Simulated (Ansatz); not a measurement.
# Calculations on HC$_{18}$F

Part 1: Relaxation

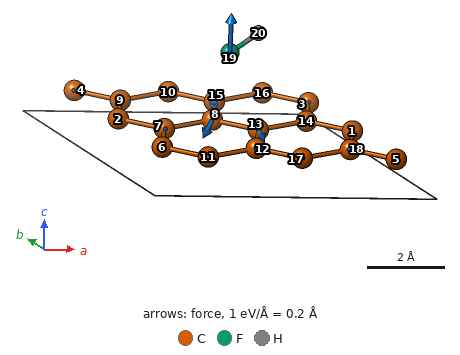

Starting geometry of a slab of composition HC₁₈F with the computed forces as blue arrows. A ball-and-stick model of the cell of the calculation, outlined in the plane, without the vacuum (origin shifted), seen slightly off an axis.

It is HF on graphene monolayer, set down by a guess. The run prepares an end point of a later path (dissociation) calculation, from a guessed geometry.

Computed with DFT PBE, scalar-relativistic, plane waves, PAW in Ansatz 0.2.0. Settings: plane-wave cutoff 420 eV; k-point mesh 2 × 2 × 1; occupations gaussian; smearing width 0.02 eV; no spin polarisation; atoms relaxed in a fixed cell; force threshold 0.03 eV/Å; at most 60 steps.

Is this structure relaxed? If not, where do the atoms go?

It isn't relaxed: the largest force vector, on F19, is 5.52 eV/Å. The final displacements follow the starting forces only in part (cosine between the two patterns 0.35). Over 26 accepted moves (29 points after the start) the energy falls by 1.980 eV per cell of the calculation. Largest force component: 5.5 eV/Å at the start, 0.021 eV/Å at the end. The line search rejected the trial steps at points 8, 24 of the run. 1 step only repeated the SCF at the same geometry. The forces were under the threshold at step 13, but the run went on from there. F19 moves most relative to the layer's centre: 2.95 Å at 64° to the normal (+c side). By element the largest moves are F 2.95 Å, H 1.78 Å, C 0.26 Å. The lattice vectors keep their values. Among the contacts that change: C10–C15 1.424 → 1.407 Å, C12–C17 1.424 → 1.438 Å. Cost: 110 s on 1 thread of Intel(R) Xeon(R) 6975P-C (Granite Rapids) (shared host), peak memory 0.73 GiB.

Limits of the set-up: the periodic images lie only 7.4 Å apart, so the values are limited by the cell's size.

Part 2: Relaxation

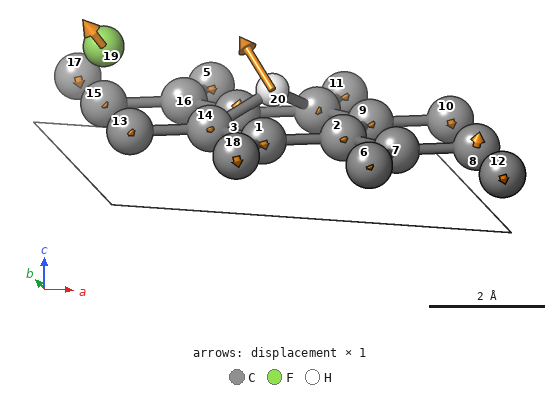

A relaxation of a slab of composition HC$_{18}$F. The starting structure is drawn; orange arrows show the displacements, at their true length.

Style: ball-and-stick. Shown: the cell of the calculation, outlined in the plane, without the vacuum (origin shifted), slightly off an axis.

It is HF on graphene monolayer, set down by a guess. The run prepares an end point of a later path (dissociation) calculation, from a guessed geometry.

Computed with DFT PBE, scalar-relativistic, plane waves, PAW (Ansatz). (plane-wave cutoff 420 eV; k-point mesh 2 × 2 × 1; occupations gaussian; smearing width 0.02 eV; no spin polarisation; atoms relaxed in a fixed cell; force threshold 0.03 eV/Å; at most 60 steps)

What did the optimiser do to the structure, and how much energy did it gain?

The H atom moves most relative to the layer's centre: 1.22 Å at 47° to the normal (+c side). Largest moves by element: H 1.22 Å, F 0.65 Å, C 0.30 Å. The cell stays as it was. Among the contacts that change: C–H 1.375 → 2.059 Å, C–F 1.793 → 2.355 Å, C–F 1.365 → 1.507 Å, C–C 1.424 → 1.497 Å. Among the angles between lasting bonds that change: C–C–H 149.5° → 102.8°, C–C–H 64.5° → 102.9°, C–C–F 80.0° → 103.5°. Over 9 geometry steps the energy falls by 6.657 eV per cell of the calculation. The largest force component goes from 12 to 0.025 eV/Å. Cost: 38 s on 1 thread of Intel(R) Xeon(R) 6975P-C (Granite Rapids) (shared host), peak memory 0.72 GiB.

Limits of the set-up: the periodic images lie only 7.4 Å apart, so the values are limited by the cell's size.

Part 3: Path

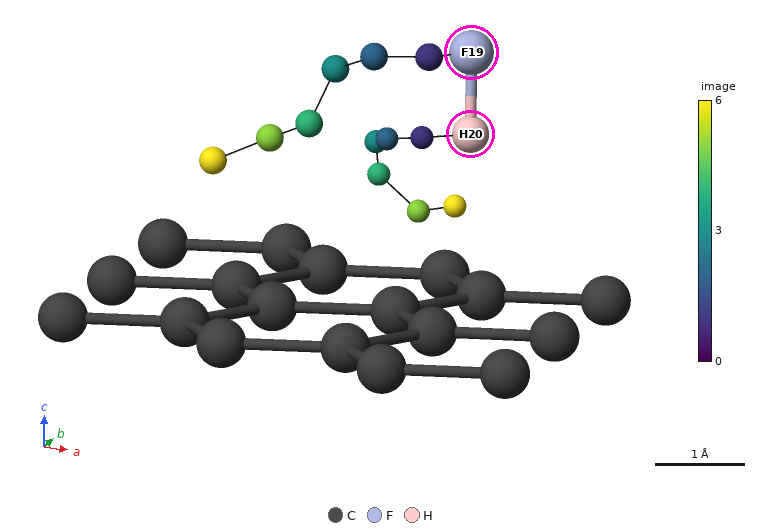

A search for the minimum-energy path of HF on graphene monolayer (20 atoms in the cell) by the nudged elastic band. Images are numbered from 0 (start) to 6 (end). The start is drawn whole; smaller spheres mark the moving atoms (F, H) in the later images, joined by lines and coloured by the number of the image. The picture is a ball-and-stick view of the simulation cell, with the vacuum cut short (origin moved), seen slightly off an axis. The atoms that move most are ringed. Bonds to atoms that aren't drawn are left out.

Theory: DFT PBE, scalar-relativistic, plane waves, PAW (Ansatz 0.2.0). Run with plane-wave cutoff 420 eV; k-point mesh 2 × 2 × 1; Gaussian smearing 0.02 eV; 5 movable images; climbing image; force threshold 0.05 eV/Å; iteration limit 59; starting path by image-dependent pair potential.

### What moves, how far, and at what cost in energy?

The F atom travels furthest, 3.30 Å from end to end, on a path that bends up to 0.47 Å away from the straight line. At the highest image its nearest neighbour (H) is 1.88 Å away, against 0.94 Å at the start, and the surrounding atoms stand up to 0.72 Å off the mean of their end positions. Breaking: F–H (0.94 → 2.83 Å). Forming: C–H (2.33 → 1.12 Å), C–F (4.64 → 1.51 Å). Forward barrier 2.82 eV, backward barrier 0.59 eV, with image 5 at the top; the reaction energy is +2.23 eV. The band converged in 25 iterations. The climbing image converged on the top of the path. A check of its curvatures didn't confirm a first-order saddle.

Limits of the set-up: the periodic images lie only 7.4 Å apart, so the values are limited by the cell's size.

Cost: 11 min on 1 thread of Intel(R) Xeon(R) 6975P-C (Granite Rapids), on a shared host, peak memory 1.1 GiB.
